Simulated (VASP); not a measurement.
Band structure of CrB2 (space group I4/mmm). Calculation: PBE GGA, VASP's PBE PAW potentials (set 64) (plane waves; VASP 6.6.1).

The moments were started parallel, and other spin orders were not tried in this run.

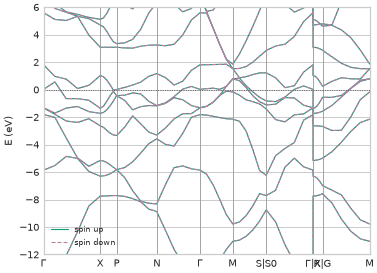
Bands along high-symmetry lines, zero at the valence-band maximum or, without a gap, the Fermi level

### Question
Read the plot: is there a gap, and where are the band edges?

### Answer
It has no gap at this level: it comes out as a metal or semimetal.

The structure was generated: CrB2 was put into an ordered model structure, which need not be its known phase. The cell was not relaxed at this level. The k-mesh is coarse (spacing up to 0.38 per Å, 2π included), so the numbers may not be converged in it.
